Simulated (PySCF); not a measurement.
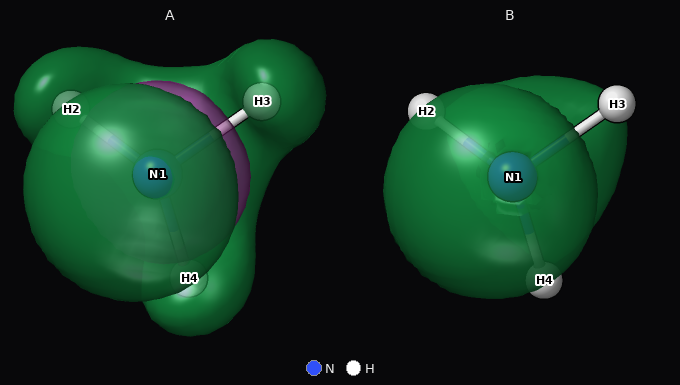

*H3N, SMILES `N`. The Fukui function f⁻ from two separate SCF calculations and the density of the HOMO, at ±0.06 e/Å³ (green positive, purple negative).*

Level of theory: B3LYP/def2-SVPD (PySCF), at a geometry from GFN2-xTB. No frequency check shows the geometry to be a minimum.

Input script:

```python
import numpy as np
from pyscf import gto, scf, dft
from pyscf.scf import atom_ks, atom_hf
from scipy.linalg import block_diag

def solve(mol, dm0=None, hcore=None):
    mf = (dft.UKS if mol.spin else dft.RKS)(mol, xc='b3lyp')
    mf.grids.level = 3
    mf = mf.density_fit(auxbasis='def2-universal-jkfit')
    mf.conv_tol, mf.max_cycle = 1e-8, 80
    if hcore is not None:
        mf.get_hcore = lambda *args: hcore
    mf.kernel(dm0)
    if not mf.converged:
        mf = mf.newton().run(mf.mo_coeff, mf.mo_occ, max_cycle=30)
    assert mf.converged, 'SCF not converged'
    return mf

mol = gto.M(atom='''
N      0.00002    -0.00002     0.11002
H      0.87174    -0.36201    -0.25676
H     -0.74953    -0.57379    -0.25671
H     -0.12233     0.93596    -0.25667
''', basis='def2-svpd', charge=0, spin=0, verbose=4)
mf = solve(mol)
out = dict(e0=mf.e_tot, dm0=mf.make_rdm1(), c=mf.mo_coeff, occ=mf.mo_occ, eps=mf.mo_energy)
for name, dq, spin in [('cation', 1, 1), ('anion', -1, 1)]:
    ion = mol.copy().set(charge=mol.charge + dq, spin=spin).build()
    mi = solve(ion)
    if spin and dq > 0 and mol.nao < 130:
        c, _, stable, _ = mi.stability(return_status=True)
        if not stable:
            mi = solve(ion, mi.make_rdm1(c, mi.mo_occ))
    print(name, 'vertical energy change / eV', (mi.e_tot - mf.e_tot) * 27.211386)
    out.update({'e_' + name: mi.e_tot, 'dm_' + name: mi.make_rdm1(), 's2_' + name: mi.spin_square()[0], 'eps_' + name: mi.mo_energy, 'occ_' + name: mi.mo_occ})
# spherically averaged free atoms, for the promolecule
atm = atom_ks.get_atm_nrks(mol, xc='b3lyp')
pro = block_diag(*[(atm[a[0]][2] * atm[a[0]][3]) @ atm[a[0]][2].T for a in mol._atom])
np.savez('result.npz', pro=pro, **out)
```

Launched as:

```sh
OMP_NUM_THREADS=1 python input.py
```

The run took 10 s on 1 thread of Intel(R) Xeon(R) Platinum 8488C (Sapphire Rapids) (shared host), peak memory 0.24 GiB.

Partitions, critical points and surface values were worked out afterwards from this run's density.

**Which panel is which, and how good is the frozen-orbital picture?**

A is f⁻ (it has negative regions), B the HOMO density. The HOMO lies on N1 (79 %) and H2, H3 and H4 (7 % each); f⁻ (Hirshfeld-condensed) is largest on N1 (0.52); the vertical ionisation energy is 10.93 eV. Relaxation shifts 26 % of the electron between atoms. The orbital energy is −7.39 eV.
